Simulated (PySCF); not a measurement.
# BS (charge −1): what the fields show

```yaml
atoms:
  - { symbol: B, position_ang: [0.0000, 0.0000, -1.2660] }
  - { symbol: S, position_ang: [0.0000, 0.0000, 0.4360] }
```

Computed with PySCF 2.14.0, PBE0/aug-cc-pVDZ-DK/X2C, spin-free X2C-1e, Gaussian nucleus, at a bond length of 1.702 Å.

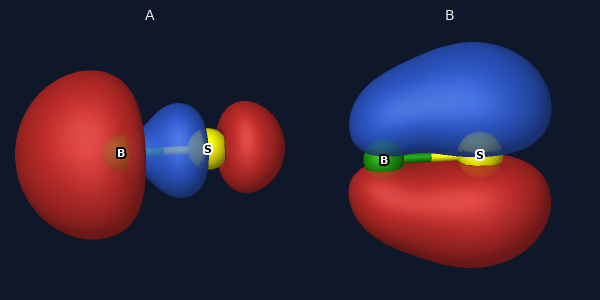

Figure 1. Two frontier orbitals, each drawn at the value that holds 80 % of its norm (blue and red are the two phases), in no order; of a degenerate pair one member is drawn.

> Label each orbital by symmetry, say whether it is occupied, and order them by energy.

Orbital B: π, occupied, −2.24 eV; mainly on S (80 %).
Orbital A: σ, occupied, −0.51 eV; mainly on B (80 %).

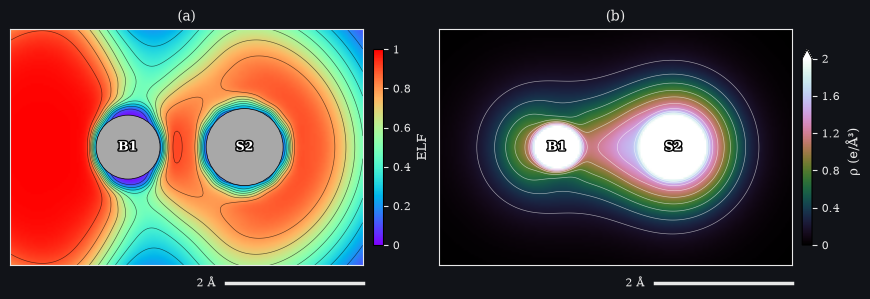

Figure 2. (a) electron localisation function; (b) total electron density on a plane that holds the molecular axis. Grey discs cover the atomic cores in the ELF map.

> Interpret the plot.

Atoms in the plane: B and S.
B–S (1.70 Å): ρ is about 1.4 e/Å³ halfway; the ELF peaks at about 0.90 between the atoms; localised, covalent bonding.
The ELF also peaks beside S2, away from the bonds: lone-pair regions.

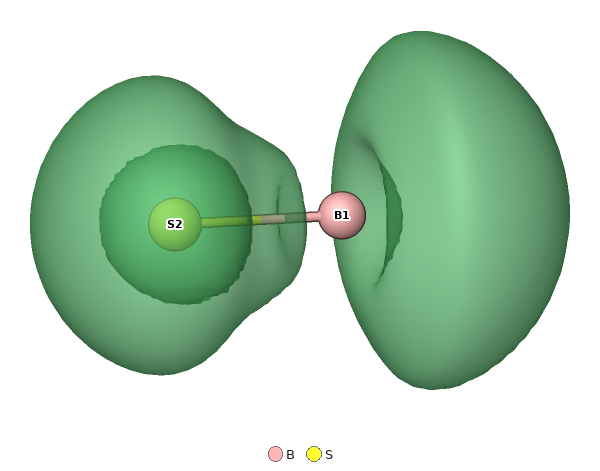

Figure 3. Isosurface of the electron localisation function at 0.75 (green), seen from one side. Core shells and regions of very low density are left out.

> Identify the bonds, lone pairs and shells in this picture.

The surface consists of one region on S in which the atom's valence shell and bonds are merged and one lobe on B, pointing away from the bonds (lone pairs).
